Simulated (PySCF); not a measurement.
# Run report: CH₇NOSi₂, excited-state calculation

The run: excited-state calculation of CH₇NOSi₂, SMILES C=N[SiH2]O[SiH3]. Method and program: TDDFT PBE0/def2-SVPD, vertical, gas phase, core orbitals frozen in the response (PySCF 2.14.0).

The geometry comes from this level: GFN2-xTB.

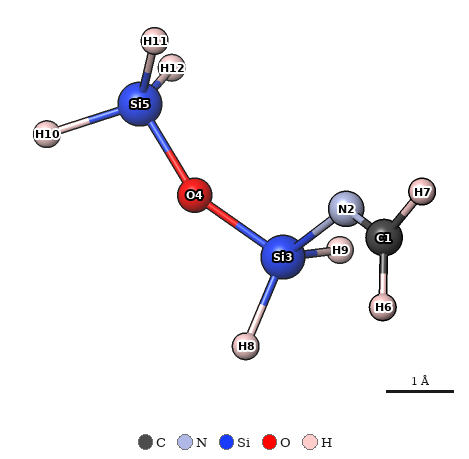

The input geometry (ball-and-stick view, seen at a tilt; atoms are numbered from 1 in the order of the input). Bond lengths as drawn: C–H 1.09 to 1.10 Å, C–N 1.25 Å, H–Si 1.46 Å, N–Si 1.73 Å and O–Si 1.62 Å.

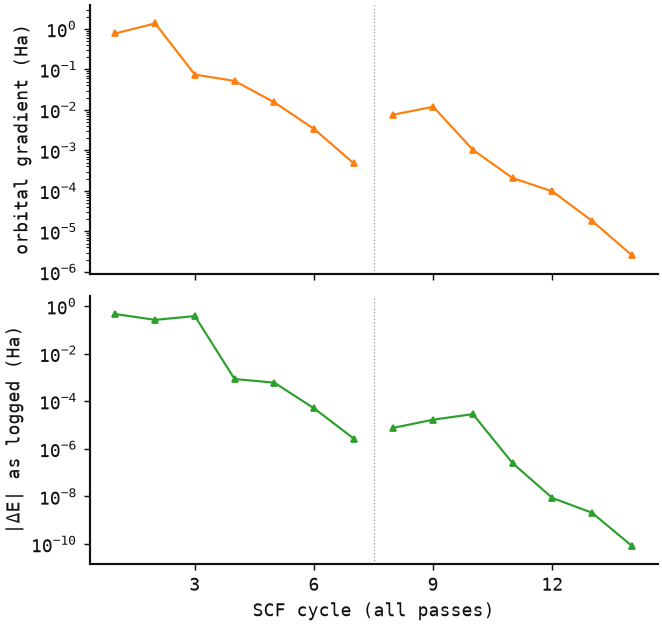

Convergence of the self-consistent field: orbital gradient and size of the energy change against the SCF cycle. The dotted line marks the change from a coarse to the final integration grid. The first 7 cycles use a coarse grid, the final grid takes over at cycle 8, and the field converges after 14 cycles in all.

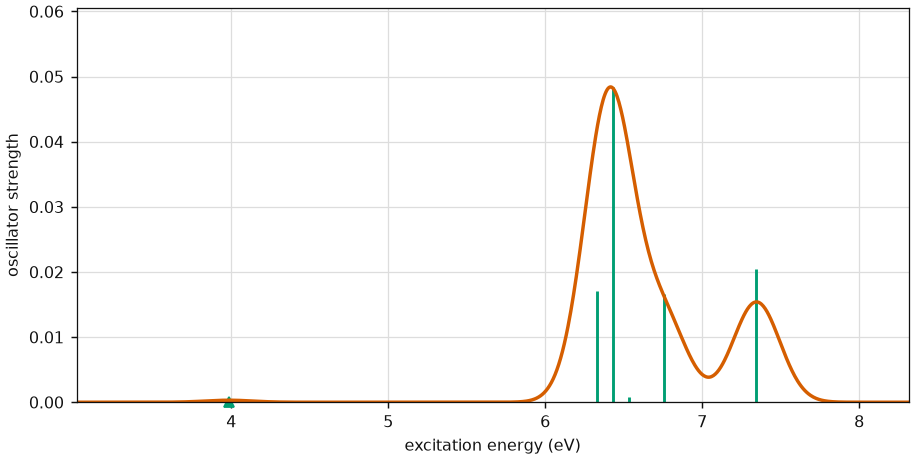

Computed excitations as sticks (degenerate states added up, dark ones marked on the axis), with a Gaussian envelope of 0.35 eV full width at half maximum, scaled to the tallest. Of the 6 states the lowest lies at 3.98 eV (f = 0.000); the strongest line is at 6.43 eV, or 193 nm (f = 0.048).

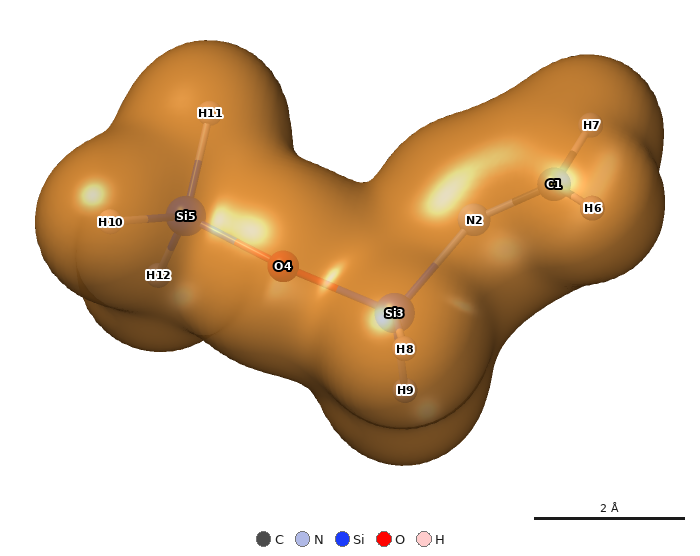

Isosurface of the total electron density at 0.05 e/Å³ (orange), seen at a tilt. At this value the surface is in one piece. On the grid the lowest density along these lines, outside the cores, is 2.7 e/Å³ (C–N, 1.25 Å), 0.95 e/Å³ (Si–O, 1.62 Å), 0.91 e/Å³ (Si–N, 1.73 Å) and 1.9 e/Å³ (C–H, 1.09 Å).

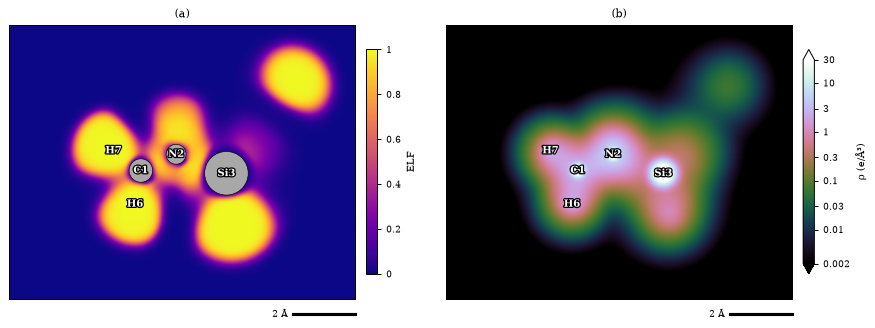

(a) ELF; (b) total electron density on the plane of atoms C1, N2 and Si3. Grey discs, where drawn, cover atomic cores. The plane passes through C, N, Si and H nuclei.

These pictures come from the run below.

## The input
```
{"job": {"kind": "uv", "xc": "PBE0", "basis": "def2-SVPD", "nstates": 6, "ntriplets": 2}, "charge": 0, "multiplicity": 1}
C      2.492464     0.820993     0.458980
N      1.407107     0.576616    -0.100330
Si     0.521045    -0.863285    -0.444761
O     -0.998905    -0.590378     0.036186
Si    -2.430804     0.162790     0.048325
H      3.151687     0.068497     0.905116
H      2.841299     1.850037     0.523725
H      0.880253    -2.086010     0.270854
H      0.582819    -0.970226    -1.898802
H     -3.273012    -0.717628     0.855497
H     -2.263822     1.484299     0.649366
H     -2.908933     0.263609    -1.330183
```

The first line tells a small driver script what to run in PySCF; the rest is the geometry in Å.

Command:
```bash
OMP_NUM_THREADS=1 python <driver script> task.json out
```

## The program's output
```
coarse grid: 10824 points
cycle   1  E = -750.3730566608  dE =  4.597e-01  |g| = 7.708e-01  |ddm| = 4.517e+00
cycle   2  E = -750.1109393654  dE =  2.621e-01  |g| = 1.361e+00  |ddm| = 2.473e+00
cycle   3  E = -750.4887903233  dE = -3.779e-01  |g| = 7.428e-02  |ddm| = 1.628e+00
cycle   4  E = -750.4896433830  dE = -8.531e-04  |g| = 5.169e-02  |ddm| = 1.746e-01
cycle   5  E = -750.4902441029  dE = -6.007e-04  |g| = 1.537e-02  |ddm| = 7.538e-02
cycle   6  E = -750.4902943770  dE = -5.027e-05  |g| = 3.374e-03  |ddm| = 2.302e-02
cycle   7  E = -750.4902970469  dE = -2.670e-06  |g| = 4.783e-04  |ddm| = 5.341e-03
final grid: 94864 points
cycle   8  E = -750.5871785347  dE = -7.566e-06  |g| = 7.615e-03  |ddm| = 5.413e-02
cycle   9  E = -750.5871618341  dE =  1.670e-05  |g| = 1.194e-02  |ddm| = 2.101e-02
cycle  10  E = -750.5871904613  dE = -2.863e-05  |g| = 1.031e-03  |ddm| = 1.290e-02
cycle  11  E = -750.5871907086  dE = -2.473e-07  |g| = 2.069e-04  |ddm| = 1.275e-03
cycle  12  E = -750.5871907171  dE = -8.530e-09  |g| = 9.724e-05  |ddm| = 4.402e-04
cycle  13  E = -750.5871907191  dE = -2.037e-09  |g| = 1.818e-05  |ddm| = 1.461e-04
cycle  14  E = -750.5871907192  dE = -8.322e-11  |g| = 2.584e-06  |ddm| = 3.480e-05
converged SCF energy = -750.5871907192

Static polarisability (au): isotropic 74.504, principal 62.700 69.969 90.842

Singlet excitations
state   eV       nm        f      main configurations
  1   3.9838    311.2   0.00041   H->L 0.98
  2   6.3295    195.9   0.01712   H->L+1 0.56, H-1->L 0.21, H->L+2 0.18
  3   6.4327    192.7   0.04841   H-1->L 0.74, H->L+1 0.18
  4   6.5364    189.7   0.00081   H->L+2 0.75, H->L+1 0.20
  5   6.7550    183.5   0.01664   H-2->L 0.94
  6   7.3463    168.8   0.02047   H->L+4 0.84

Triplet excitations (Tamm-Dancoff, eV): 3.3505 5.0783
```

## Results in brief

```tsv
quantity	value
outcome	converged
total energy	−750.587191 hartree
HOMO	−7.13 eV
LUMO	−1.07 eV
dipole moment	1.47 D
mean polarisability	74.50 a.u.
lowest singlet excitation	3.98 eV
hardware	1 CPU thread, shared host
wall time	52 s
peak memory	0.72 GiB
```
